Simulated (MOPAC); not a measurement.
## HF2 (charge −1): frequency calculation

HF2, charge −1, computed with PM6, closed shell (MOPAC 23.2.5).

The geometry was optimised with PM6.

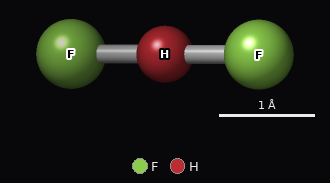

*The structure (ball-and-stick view, seen at a tilt).*

**Input file (run.mop)**
```
FORCE THERMO(298,398,100) CHARGE=-1 PM6 AUX(PRECISION=6) THREADS=1
F2H

F -0.967738 1 0.342888 1 -0.467945 1
H -0.007557 1 0.007419 1 0.002868 1
F 0.952651 1 -0.328059 1 0.473695 1
```

Run on 1 thread of AMD EPYC (Zen 5), 128 GiB of memory available, shared host.

Launch command:
```bash
mopac run.mop
```

**Output**
```
MOPAC v23.2.5
PM6 CALCULATION RESULTS

 *  PM6        - The PM6 Hamiltonian to be used
 *
 *
 *
 *                 CHARGE ON SYSTEM = -1
 *
 *
 *
 *  FORCE      - FORCE CALCULATION SPECIFIED
 *  THREADS=1  - MULTI-THREADING NOT USED
 *  AUX        - OUTPUT AUXILIARY INFORMATION
 *  THERMO     - THERMODYNAMIC QUANTITIES TO BE CALCULATED
FORCE THERMO(298,398,100) CHARGE=-1 PM6 AUX(PRECISION=6) THREADS=1
 F2H

   ATOM   CHEMICAL          X               Y               Z
  NUMBER   SYMBOL      (ANGSTROMS)     (ANGSTROMS)     (ANGSTROMS)

     1       F         -0.96773800  *   0.34288800  *  -0.46794500  *
     2       H         -0.00755700  *   0.00741900  *   0.00286800  *
     3       F          0.95265100  *  -0.32805900  *   0.47369500  *

          CARTESIAN COORDINATES

    NO.       ATOM           X           Y           Z

     1         F         -0.9677      0.3429     -0.4679
     2         H         -0.0076      0.0074      0.0029
     3         F          0.9527     -0.3281      0.4737

           Empirical Formula: H F2  =     3 atoms

      MOLECULAR POINT GROUP   :   D*h

      RHF CALCULATION, NO. OF DOUBLY OCCUPIED LEVELS = 8

          HEAT OF FORMATION =    -156.217703 KCALS/MOLE

          CARTESIAN COORDINATE DERIVATIVES

   NUMBER  ATOM         X            Y            Z

     1       F     -0.008859     0.000011     0.000000
     2       H     -0.006951    -0.000022     0.000000
     3       F      0.015809     0.000011     0.000000

 DIPOLE           X         Y         Z       TOTAL
 POINT-CHG.    -5.384    -0.000     0.000     5.384
 HYBRID         0.000    -0.000    -0.000     0.000
 SUM           -5.384    -0.000    -0.000     5.384

          GRADIENT NORM =   0.01941

          MOLECULAR WEIGHT =   39.00

          ROTATIONAL CONSTANTS IN CM(-1)

          A =    0.00000000   B =    0.35317913   C =    0.35317913

           PRINCIPAL MOMENTS OF INERTIA IN UNITS OF 10**(-40)*GRAM-CM**2

          A =        0.0000   B =       79.2594   C =       79.2594

          ORIENTATION OF MOLECULE IN FORCE CALCULATION

    NO.       ATOM         X         Y         Z

     1          F      -1.1208   -0.0000    0.0000
     2          H      -0.0000   -0.0000    0.0000
     3          F       1.1208    0.0000    0.0000

    FIRST DERIVATIVES WILL BE USED IN THE CALCULATION OF SECOND DERIVATIVES

          ESTIMATED TIME TO COMPLETE CALCULATION =        0.00 SECONDS

    FOR POINT-GROUP D*h  THERE ARE 120 UNIQUE SYMMETRY FUNCTIONS.

 STEP:   1 TIME =     0.00 SECS, INTEGRAL =      0.00 TIME LEFT: 172800.00
 STEP:   2 TIME =     0.00 SECS, INTEGRAL =      0.00 TIME LEFT: 172800.00
 STEP:   3 TIME =     0.01 SECS, INTEGRAL =      0.01 TIME LEFT: 172799.99
 STEP:   4 TIME =     0.00 SECS, INTEGRAL =      0.01 TIME LEFT: 172799.99
 STEP:   5 TIME =     0.00 SECS, INTEGRAL =      0.01 TIME LEFT: 172799.99
 STEP:   6 TIME =     0.00 SECS, INTEGRAL =      0.01 TIME LEFT: 172799.99
 STEP:   7                       INTEGRAL =      0.01 TIME LEFT: 172799.99
 STEP:   8                       INTEGRAL =      0.01 TIME LEFT: 172799.99
 STEP:   9                       INTEGRAL =      0.01 TIME LEFT: 172799.99

(To convert to Hartree/Bohr^2, multiply by (10^(-21) x N x a0^2)/(4.184 x 627.51) =  0.0642)

           FORCE MATRIX IN MILLIDYNES/ANGSTROM

                  F  1       H  2       F  3
 ------------------------------------------
     F    1   3.259526
     H    2   1.556331   3.106778
     F    3   1.725140   1.553075   3.259526

          HEAT OF FORMATION =    -156.217703 KCALS/MOLE

          ZERO POINT ENERGY       6.536 KCAL/MOL

           NORMAL COORDINATE ANALYSIS (Total motion = 1 Angstrom)

   Root No.       1         2         3         4

                 1 Sig     1 Piu     1 Piu     1 Siu

                 666.5     802.1     802.1    2301.6

   x  F    1    0.5000    0.0000   -0.0000   -0.0252
   y  F    1    0.0000   -0.0252    0.0001    0.0000
   z  F    1    0.0000   -0.0001   -0.0252   -0.0000
   x  H    2   -0.0000   -0.0000    0.0000    0.9496
   y  H    2   -0.0000    0.9496   -0.0038    0.0000
   z  H    2   -0.0000    0.0038    0.9496    0.0000
   x  F    3   -0.5000    0.0000   -0.0000   -0.0252
   y  F    3   -0.0000   -0.0252    0.0001   -0.0000
   z  F    3    0.0000   -0.0001   -0.0252   -0.0000

           MASS-WEIGHTED COORDINATE ANALYSIS (NORMAL COORDINATES)

   Root No.       1         2         3         4

                 1 Sig     1 Piu     1 Piu     1 Siu

                 666.5     802.1     802.1    2301.6

   x  F    1    0.7071    0.0000   -0.0000   -0.1137
   y  F    1    0.0000   -0.1137    0.0003    0.0000
   z  F    1    0.0000   -0.0003   -0.1137   -0.0000
   x  H    2   -0.0000   -0.0000    0.0000    0.9870
   y  H    2    0.0000    0.9870   -0.0026    0.0000
   z  H    2   -0.0000    0.0026    0.9870    0.0000
   x  F    3   -0.7071    0.0000   -0.0000   -0.1137
   y  F    3   -0.0000   -0.1137    0.0003   -0.0000
   z  F    3    0.0000   -0.0003   -0.1137   -0.0000

          DESCRIPTION OF VIBRATIONS

 VIBRATION          1    1Sig        ATOM PAIR     ENERGY CONTRIBUTION    RADIAL
 FREQUENCY           666.54         F 1 -- H 2         +50.0% ( 57.2%)    100.0%
 TRANSITION DIPOLE   0.0000         H 2 -- F 3         +50.0% ( 57.2%)    100.0%
 TRAVEL (Ang.)       0.1032
 REDUCED MASS        9.4992
 EFFECTIVE MASS     18.9984
 FORCE CONSTANT      2.4865

 VIBRATION          3    1Piu        ATOM PAIR     ENERGY CONTRIBUTION    RADIAL
 FREQUENCY           802.09         F 1 -- H 2         +50.0% ( 98.7%)      0.0%
 TRANSITION DIPOLE   1.1467         H 2 -- F 3         +50.0% ( 98.7%)      0.0%
 TRAVEL (Ang.)       0.2955
 REDUCED MASS        0.9628
 EFFECTIVE MASS      1.1895
 FORCE CONSTANT      0.3650

 VIBRATION          4    1Siu        ATOM PAIR     ENERGY CONTRIBUTION    RADIAL
 FREQUENCY          2301.62         H 2 -- F 3         +50.0% ( 98.7%)    100.0%
 TRANSITION DIPOLE   6.0393         F 1 -- H 2         +50.0% ( 98.7%)    100.0%
 TRAVEL (Ang.)       0.1744
 REDUCED MASS        0.9628
 EFFECTIVE MASS      1.1895
 FORCE CONSTANT      3.0051

      SYMMETRY NUMBER FOR POINT-GROUP D*h =  2

          SYSTEM IS A GROUND STATE

 F2H

          MOLECULE IS LINEAR

          THERE ARE  4 GENUINE VIBRATIONS IN THIS SYSTEM
          THIS THERMODYNAMICS CALCULATION IS LIMITED TO
          MOLECULES WHICH HAVE NO INTERNAL ROTATIONS

                    CALCULATED THERMODYNAMIC PROPERTIES
                                          *
   TEMP. (K)   PARTITION FUNCTION   H.O.F.    ENTHALPY  HEAT CAPACITY ENTROPY
                                   KCAL/MOL   CAL/MOLE    CAL/K/MOL  CAL/K/MOL

 298.00  VIB.     0.1086D+01                   177.0150     2.1909     0.7588
         ROT.     0.2932D+03                   592.1869     1.9872    13.2764
         INT.     0.3186D+03                   769.2019     4.1781    14.0352
         TRA.     0.2355D+27                  1480.4672     4.9680    36.9094
         TOT.                     -156.218    2249.6691     9.1461    50.9445

 298.00  VIB.     0.1086D+01                   177.0150     2.1909     0.7588
         ROT.     0.2932D+03                   592.1869     1.9872    13.2764
         INT.     0.3186D+03                   769.2019     4.1781    14.0352
         TRA.     0.2355D+27                  1480.4672     4.9680    36.9094
         TOT.                     -156.218    2249.6691     9.1461    50.9445

 398.00  VIB.     0.1231D+01                   456.9338     3.3450     1.5607
         ROT.     0.3916D+03                   790.9073     1.9872    13.8514
         INT.     0.4820D+03                  1247.8411     5.3322    15.4121
         TRA.     0.3635D+27                  1977.2682     4.9680    38.3469
         TOT.                     -155.242    3225.1094    10.3002    53.7590

   *: NOTE: HEATS OF FORMATION ARE RELATIVE TO THE
            ELEMENTS IN THEIR STANDARD STATE AT 298K
              (=  Standard Enthalpy of Formation).

            Hvib:  Zero-point energy is not included.
                   frequencies of less than zero cm-1 are not included.
            Hrot = (3/2)RT
            Htra = (3/2)RT + pV = (5/2)RT

            Heat capacity is Cp, not Cv

           FORCE CONSTANT IN CARTESIAN COORDINATES (Millidynes/A)

    ATOM   CHEMICAL       X               Y               Z
   NUMBER   SYMBOL  FORCE CONSTANT  FORCE CONSTANT  FORCE CONSTANT

      1       F        3.252643        0.095537        0.095537
      2       H        3.064528        0.372172        0.372172
      3       F        3.252643        0.095537        0.095537

 *                    *
 * JOB ENDED NORMALLY *
 *                    *

 TOTAL JOB TIME:             0.02 SECONDS

 == MOPAC DONE ==
```

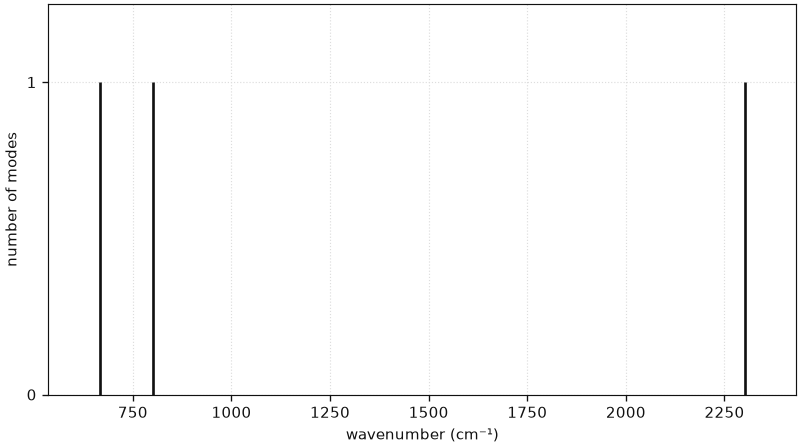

*Harmonic vibrational wavenumbers from the force constants; neighbouring modes closer than 7 cm⁻¹ are counted in one stick.*

3 modes from 667 to 2302 cm⁻¹, none imaginary.

**Results in brief**

```csv
quantity,value
outcome,converged
heat of formation,−156.22 kcal/mol
basis functions,9
zero-point energy,0.010417 hartree
"wavenumbers, lowest and highest",667 and 2302 cm⁻¹
peak memory,0.077 GiB
```

**Notes**

MOPAC's energies along a path are heats of formation.
